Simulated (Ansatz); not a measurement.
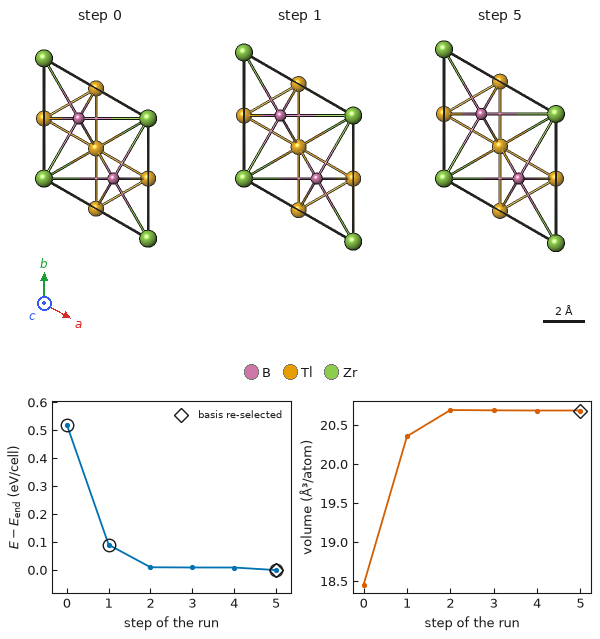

Frames of a relaxation of solid ZrTl₃B₂ (a generated structure, set up in P6/mmm), marked on the history of the run. A ball-and-stick model of the cell of the calculation, reduced to other axes, seen along the c axis. Lengths and directions refer to the drawn axes.

Computed with DFT, PAW plane waves, PBE (Ansatz 0.2.0).

The input:
```yaml
crystal:
  lattice:
    - [2.942717, 5.096933, 0.0]
    - [-2.942717, 5.096933, 0.0]
    - [0.0, 0.0, 3.691773]
  atoms:
    - { symbol: B, position: [0.3333, 0.3334, 0.0] }
    - { symbol: B, position: [0.6666, 0.6667, 0.0] }
    - { symbol: Tl, position: [0.5, 0.5, 0.5] }
    - { symbol: Tl, position: [0.5, 0.0, 0.5] }
    - { symbol: Tl, position: [0.0, 0.5, 0.5] }
    - { symbol: Zr, position: [0.0, 0.0, 0.0] }
  symmetry: { tolerance: 0.0003 }
kpoints:
  mp_grid: { grid: [4, 4, 5], shift: [0, 0, 0] }
magnetization:
  spin_polarized: false
scf:
  occupations: { method: gaussian, width: 0.01 }
hamiltonian:
  pseudopotentials: { kind: paw }
  xc: pbe
basis:
  ecutwfc: 420
output:
  forces: true
  stress: true
  eigenvalues: true
  write_density: true
  write_potential: true
  elf: true
  volumetric_format: npy
relax:
  max_steps: 40
  cell: {}
```

Command:
```bash
ansatz run input.yaml --threads 1 --pin off --max-ram 2560MiB --backend cpu --events-out ev --progress --plain --runs-dir out
```

Question: What happens along the run?

Answer: No atom moves by more than 0.005 Å relative to the cell. Cell: a = b 5.885 → 6.328 Å (+7.5 %), c 3.692 → 3.579 Å (−3.1 %). Volume +12.1 %. Among the contacts that change: B1–Zr6 3.398 → 3.654 Å, Tl3–Tl4 2.943 → 3.164 Å, Tl3–Zr6 3.474 → 3.635 Å, Zr6–Zr6 3.692 → 3.579 Å. Among the angles between lasting bonds that change: Tl3–B1–Tl3 94.7° → 88.8°, Tl3–B1–Tl4 71.8° → 76.4°, Tl3–B1–Tl4 140.4° → 138.1°. The space group stays P6/mmm (No. 191). Over 4 accepted moves (5 points after the start) the energy falls by 0.521 eV per cell of the calculation. All forces vanish by symmetry, so only the cell relaxes. The pressure goes from 8.68 to 0.03 GPa. At 1 point the geometry stayed and the basis and grid were re-selected for the new cell (energy shift of 9.1 meV per cell of the calculation at most each time). The run took roughly 8 core-seconds on a shared host. From step 0 to 1: volume +10.3 %, energy −0.430 eV per cell of the calculation. From step 1 to 5: volume +1.6 %, energy −90.7 meV per cell of the calculation.

```tsv
step	E − E(0), meV/atom	pressure, GPa	volume, Å³/atom	note
0	0.00	8.68	18.457	
1	-71.70	0.76	20.357	
2	-85.15	0.04	20.693	
3	-85.27	-0.03	20.690	
4	-85.29	0.00	20.688	
5	-86.81	0.03	20.688	same geometry, new basis
```
